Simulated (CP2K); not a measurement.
# SnSiH4Cl (SMILES [SiH3][SnH][Cl]) at MNDO

What is the energy change on altering one bond length of SnSiH4Cl at MNDO? 

The results are computed with CP2K 2026.2.

3 further runs of the same task are left out: 2 that didn't finish, 1 set aside as unsound or not needed.

## Step 1: The structure to begin with

SnSiH4Cl has 7 atoms, charge 0, and is taken as a doublet. SMILES: `[SiH3][SnH][Cl]`. The shape comes from GFN2-xTB, which is rough for such elements, and wasn't checked as a minimum.

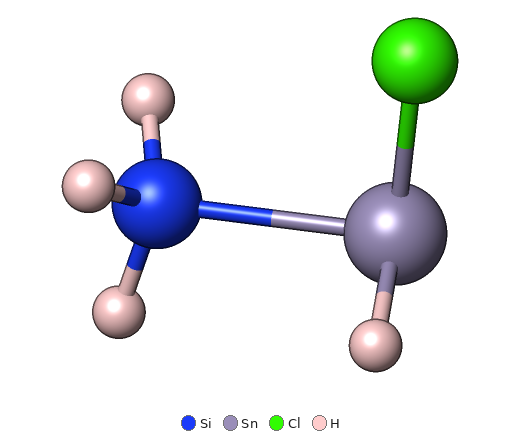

The structure, seen from a chosen angle (silicon blue, tin purple, chlorine green, hydrogen pink).

## Step 2: Energy and forces at MNDO

The input, calc.inp:

```
&GLOBAL
  PROJECT_NAME calc
  RUN_TYPE ENERGY_FORCE
  PRINT_LEVEL MEDIUM
&END GLOBAL
&FORCE_EVAL
  METHOD QUICKSTEP
  &DFT
    MULTIPLICITY 2
    UKS T
    ! Quickstep
    &QS
      METHOD MNDO
      EPS_DEFAULT 1.0E-10
      &SE
        &COULOMB
          CUTOFF [angstrom] 50
          RC_RANGE [angstrom] 0
        &END COULOMB
        &EXCHANGE
          CUTOFF [angstrom] 50
          RC_RANGE [angstrom] 0
        &END EXCHANGE
      &END SE
    &END QS
    &POISSON
      PERIODIC NONE
      POISSON_SOLVER ANALYTIC
    &END POISSON
    ! SCF settings
    &SCF
      SCF_GUESS ATOMIC
      EPS_SCF 1.0E-07
      MAX_SCF 50
      &OT
        MINIMIZER CG
        PRECONDITIONER FULL_SINGLE_INVERSE
      &END OT
      &OUTER_SCF
        EPS_SCF 1.0E-07
        MAX_SCF 5
      &END OUTER_SCF
    &END SCF
    &PRINT
      &MOMENTS
        PERIODIC F
        REFERENCE COM
        MAX_MOMENT 1
      &END MOMENTS
      &MO_CUBES
        NLUMO 3
        NHOMO -1
        WRITE_CUBE F
      &END MO_CUBES
      &HIRSHFELD OFF
      &END HIRSHFELD
    &END PRINT
  &END DFT
  &SUBSYS
    &CELL
      ABC 21.1 19.1 19.8
      PERIODIC NONE
    &END CELL
    &COORD
      Si     9.294830     9.880735     9.438085
      Sn    11.222410     7.999605     9.950145
      Cl    13.079660     9.420785     9.533605
      H      8.020340     9.273325     9.823405
      H      9.323500    10.126575     7.995345
      H      9.545660    11.100395    10.195355
      H     11.192700     8.161775    11.804655
    &END COORD
  &END SUBSYS
  ! extra output
  &PRINT
    &FORCES ON
    &END FORCES
  &END PRINT
&END FORCE_EVAL
```

The run is started by

```sh
$ OMP_NUM_THREADS=1 cp2k.psmp -i calc.inp > calc.out 2>&1
```

Log:

```text
CP2K| version string:                                       CP2K version 2026.2
[...]
 GLOBAL| Method name                                                        CP2K
[...]
 GLOBAL| Run type                                                   ENERGY_FORCE
[...]
                             - Atoms:                                          7
[...]
                             - Spherical basis functions:                     16
[...]
 Number of electrons:                                                         10
[...]
     1 OT CG       0.80E-01    0.0     0.13364903       -19.6313200972 -1.96E+01
[...]
     4 OT CG       0.88E+00    0.0     0.00000007       -21.8073939674 -2.19E-12
  *** SCF run converged in     4 steps ***
  Core-core repulsion energy [eV]:                            636.26142873256822
  Core Hamiltonian energy [eV]:                              -929.03169979089864
  Two-electron integral energy [eV]:                         -601.27819420094397
  Electronic energy [eV]:                                   -1229.67079689137063
  Total energy [eV]:                                         -593.40936815880241
  Atomic reference energy [eV]:                               594.03196876672200
  Heat of formation [kcal/mol]:                                14.35751223664258
[...]
 SE_DIPOLE| Moment [Debye]          4.39476993       0.40864531       0.53750818
 SE_DIPOLE| Derivative [a.u.]       0.00000000       0.00000000       0.00000000
 *** WARNING in qs_scf_post_se.F:140 :: Printing of MO cube files not ***
 *** implemented for Semi-Empirical method.                           ***
 ENERGY| Total FORCE_EVAL ( QS ) energy [hartree]            -21.807393967427529
 FORCES| Atomic forces [hartree/bohr]
 FORCES|   Atom     x               y               z               |f|
 FORCES|      1 -2.17524730E-02  1.57687798E-02 -1.01128882E-02   2.87070550E-02
 FORCES|      2  7.50079689E-03  2.79745135E-02  5.56878257E-02   6.27691747E-02
 FORCES|      3 -1.67849970E-02 -1.42822660E-02  5.00219119E-03   2.25995832E-02
 FORCES|      4  2.94025113E-02  1.09780713E-02 -6.96582707E-03   3.21488486E-02
 FORCES|      5  1.35440129E-03 -6.77417278E-03  3.19878966E-02   3.27253625E-02
 FORCES|      6 -2.77824948E-03 -2.77157191E-02 -1.46646778E-02   3.14790808E-02
 FORCES|      7  3.05800997E-03 -5.94920675E-03 -6.09345203E-02   6.13005730E-02
 FORCES| Sum     3.88578059E-16  1.80411242E-16 -8.32667268E-17
 FORCES| Total atomic force                                       4.36433811E-16
[...]
```

Wall time 0.92 s (1 thread of Arm Neoverse V2, shared host).

## Step 3: The distorted shape at the same level

The input, gas.inp:

```
&GLOBAL
  PROJECT gas
  RUN_TYPE ENERGY_FORCE
  PRINT_LEVEL MEDIUM
&END GLOBAL
&FORCE_EVAL
  METHOD QUICKSTEP
  &DFT
    MULTIPLICITY 2
    SPIN_POLARIZED T
    ! Quickstep
    &QS
      METHOD MNDO
      EPS_DEFAULT 1.0E-10
      &SE
        &COULOMB
          CUTOFF [angstrom] 50
          RC_RANGE [angstrom] 0
        &END COULOMB
        &EXCHANGE
          CUTOFF [angstrom] 50
          RC_RANGE [angstrom] 0
        &END EXCHANGE
      &END SE
    &END QS
    &POISSON
      PERIODIC NONE
      POISSON_SOLVER ANALYTIC
    &END POISSON
    ! self-consistent field
    &SCF
      SCF_GUESS ATOMIC
      EPS_SCF 1.0E-07
      MAX_SCF 50
      &OT
        MINIMIZER CG
        PRECONDITIONER FULL_SINGLE_INVERSE
      &END OT
      &OUTER_SCF
        EPS_SCF 1.0E-07
        MAX_SCF 5
      &END OUTER_SCF
    &END SCF
    &PRINT
      &MOMENTS
        PERIODIC F
        REFERENCE COM
        MAX_MOMENT 1
      &END MOMENTS
      &MO_CUBES
        NLUMO 3
        NHOMO -1
        WRITE_CUBE F
      &END MO_CUBES
      &HIRSHFELD OFF
      &END HIRSHFELD
    &END PRINT
  &END DFT
  ! structure
  &SUBSYS
    &CELL
      ABC 21.1 19.1 21.3
      PERIODIC NONE
    &END CELL
    &COORD
      Si     9.294830     9.880735    10.909439
      Sn    11.222410     7.999605    11.421499
      Cl    13.079660     9.420785    11.004959
      H      8.020340     9.273325    11.294759
      H      9.352169    10.372410     8.023991
      H      9.545660    11.100395    11.666709
      H     11.192700     8.161775    13.276009
    &END COORD
  &END SUBSYS
  &PRINT
    &FORCES ON
    &END FORCES
  &END PRINT
&END FORCE_EVAL
```

The run is started by

```sh
$ OMP_NUM_THREADS=1 cp2k.psmp -i gas.inp -o gas.out
```

Log:

```text
CP2K| version string:                                       CP2K version 2026.2
[...]
 GLOBAL| Method name                                                        CP2K
[...]
 GLOBAL| Run type                                                   ENERGY_FORCE
[...]
                             - Atoms:                                          7
[...]
                             - Spherical basis functions:                     16
[...]
 Number of electrons:                                                         10
[...]
     1 OT CG       0.80E-01    0.0     0.12887564       -19.5692676883 -1.96E+01
[...]
     6 OT CG       0.84E+00    0.0     0.00000008       -21.6779514133 -1.43E-12
  *** SCF run converged in     6 steps ***
  Core-core repulsion energy [eV]:                            611.92869123666151
  Core Hamiltonian energy [eV]:                              -932.65310349400625
  Two-electron integral energy [eV]:                         -538.32528974517334
  Electronic energy [eV]:                                   -1201.81574836659297
  Total energy [eV]:                                         -589.88705712993135
  Atomic reference energy [eV]:                               594.03196876672200
  Heat of formation [kcal/mol]:                                95.58394063230131
[...]
 SE_DIPOLE| Moment [Debye]          4.16203324       0.64983076       0.96943339
 SE_DIPOLE| Derivative [a.u.]       0.00000000       0.00000000       0.00000000
 *** WARNING in qs_scf_post_se.F:140 :: Printing of MO cube files not ***
 *** implemented for Semi-Empirical method.                           ***
 ENERGY| Total FORCE_EVAL ( QS ) energy [hartree]            -21.677951413258342
 FORCES| Atomic forces [hartree/bohr]
 FORCES|   Atom     x               y               z               |f|
 FORCES|      1 -2.20601057E-02  8.50896088E-03  2.96469121E-02   3.79208395E-02
 FORCES|      2  6.49729800E-03  2.96329922E-02  5.51017335E-02   6.29009550E-02
 FORCES|      3 -1.71762695E-02 -1.43743814E-02  4.94112883E-03   2.29360378E-02
 FORCES|      4  2.83549408E-02  7.96385046E-03 -1.33120066E-02   3.23208153E-02
 FORCES|      5 -8.82646997E-05 -6.98219500E-04  4.13358933E-03   4.19307308E-03
 FORCES|      6  1.18555300E-03 -2.46375272E-02 -1.95658918E-02   3.14839229E-02
 FORCES|      7  3.28684799E-03 -6.39567538E-03 -6.09454654E-02   6.13682147E-02
 FORCES| Sum    -3.46944695E-17  1.45716772E-16 -9.71445147E-17
 FORCES| Total atomic force                                       1.78533304E-16
[...]
```

It took 0.94 s on 1 thread of Arm Neoverse V2, shared host.

## Step 4: Summary of results

Level: MNDO.

```
                                                          quantity          value
                                         first shape: total energy   -21.80739 Eh
                                        first shape: dipole moment         4.45 D
            first shape: heat of formation at this unrelaxed shape  14.4 kcal/mol
                             first shape: largest force on an atom     3.228 eV/Å
                                     distorted shape: total energy   -21.67795 Eh
                                    distorted shape: dipole moment         4.32 D
        distorted shape: heat of formation at this unrelaxed shape  95.6 kcal/mol
                         distorted shape: largest force on an atom     3.234 eV/Å
energy change with the Si1–H5 bond stretched from 1.464 to 2.928 Å       3.522 eV
```

In words: With the Si1–H5 bond stretched from 1.464 to 2.928 Å the energy rises by 3.52 eV (81 kcal/mol). The first shape isn't relaxed at this level, so the change isn't measured from a minimum. The largest force (first shape) is 3.23 eV/Å: the shape isn't a stationary point for this species at this level.
